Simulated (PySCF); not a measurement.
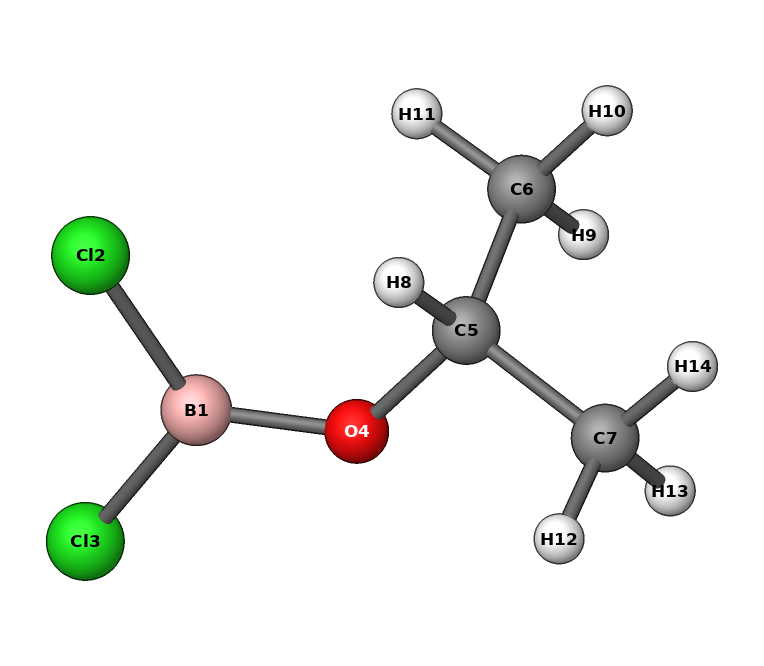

The questions are on isotropic NMR shieldings of the C atoms. The geometry was computed by an optimisation with PBE0-D3(BJ)/def2-SVP. No frequency run is at hand to confirm it as a minimum. Level of theory: GIAO PBE0/pcSseg-1 NMR shielding, non-relativistic, gas phase (PySCF 2.14.0).

Give the isotropic NMR shieldings of the C atoms atom by atom.

```csv
atom,σ (ppm)
C5,111.3
C6,159.8
C7,160.2
```
